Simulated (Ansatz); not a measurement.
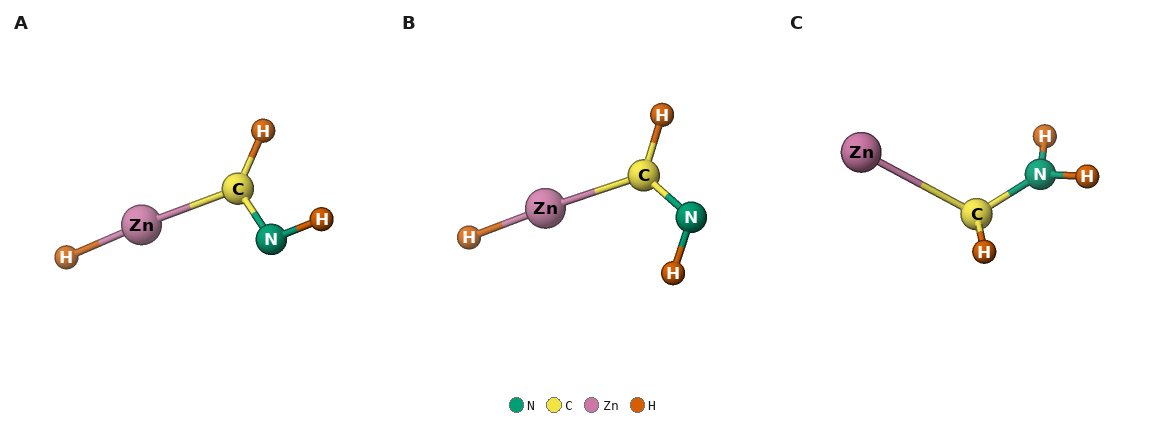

3 stationary structures of one formula. Geometries: PBE0-D4/def2-TZVP. Electronic energies: ωB97M-V/def2-TZVPP (Ansatz 0.2.0), without zero-point energy. No frequency run is at hand to confirm each as a minimum.

**Which is lowest in energy, and by how much?**

A is lowest (Cs); B lies 1.0 kcal/mol above it (Cs), C lies 20.2 kcal/mol above it (C1).
